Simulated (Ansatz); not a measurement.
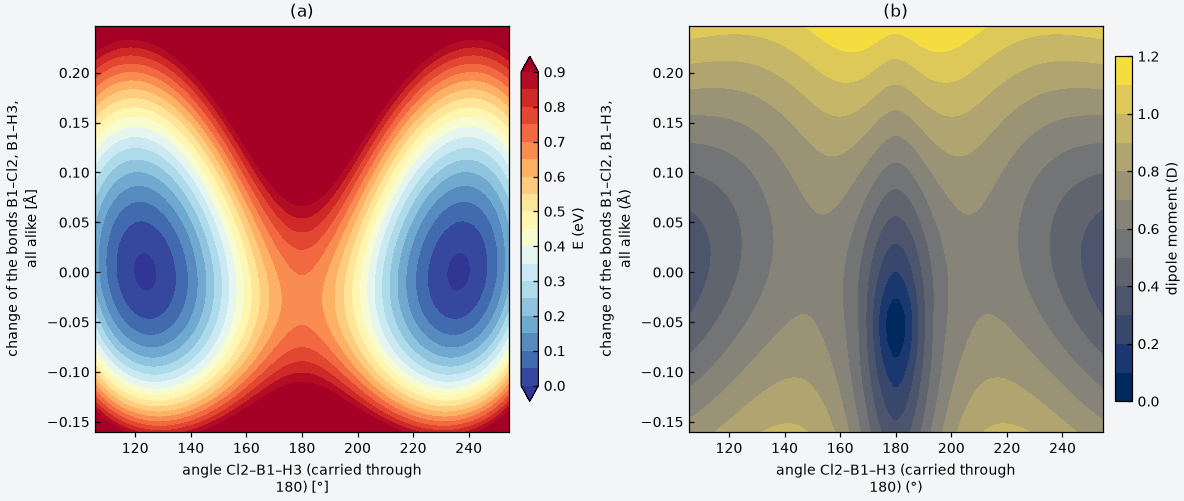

BClH, SMILES [BH]Cl, spin multiplicity 2. Coordinates scanned: (1) angle Cl2–B1–H3 (carried through 180); (2) change of the bonds B1–Cl2, B1–H3, all alike. Nothing is relaxed (all other coordinates rigid). Grid: 15 × 15 points; 120 points were computed and 105 follow by symmetry. Points are written as (first, second). Energies: eV, counted from the lowest grid point. These are results of UKS PBE0-D4/def2-TZVP (Ansatz), not measurements.

Panel (a) is the energy; panel (b) is the computed dipole moment, in D.

Drawn: filled contours, one colour for all values above the top of the scale. Between grid points the surface is interpolated.

Question: How does the dipole moment vary over the map, and what is it at the lowest grid point?

Answer: Leaving out the highest fifth of the energies, it runs from 0.04 D at (180.0°, −0.044 Å) to 0.96 D at (137.5°, 0.218 Å). At the lowest grid point, (126.8°, −0.015 Å), it is 0.55 D.
